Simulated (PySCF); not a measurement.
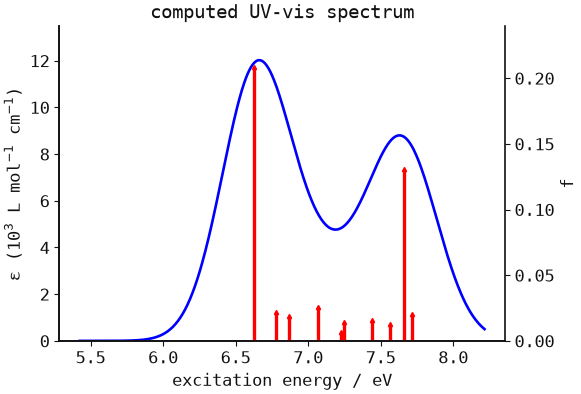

Vertical TDDFT excitations, ωB97X-D/def2-SVPD, PySCF, at a PBE0-D3(BJ)/def2-SVP geometry (no frequency check), gas phase. The lowest 10 singlet states are shown; each is broadened by a Gaussian of 1/e half-width 0.33 eV. Sticks give oscillator strengths (right axis).

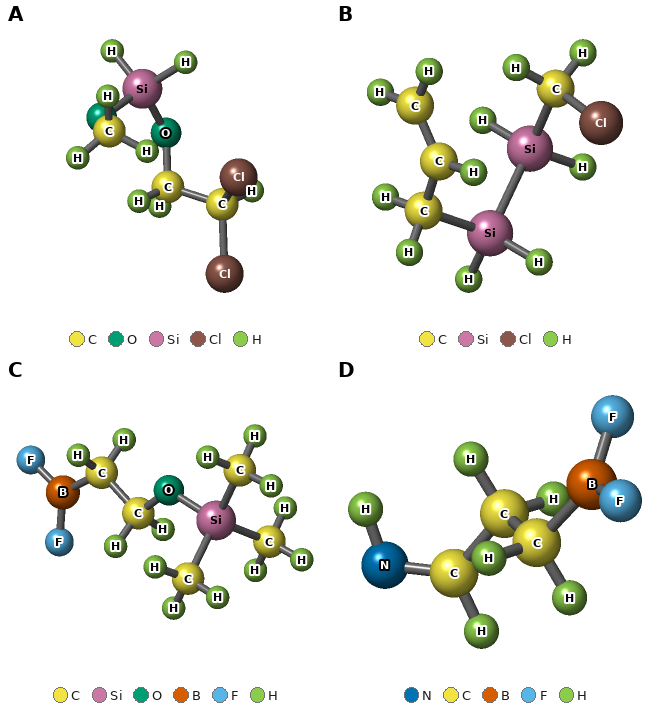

> Whose absorption spectrum is this? The candidates are drawn in the second picture.

Structure B, C₄H₁₁ClSi₂, SMILES C=CC[SiH2][SiH2]CCl. Its lowest singlet lies at 6.62 eV (f = 0.208) and the brightest of those computed is S1 at 6.62 eV (187 nm), f = 0.208, mainly HOMO → LUMO (66 %).

Known limits of this run: one conformer of a flexible molecule; core orbitals are frozen in the response.
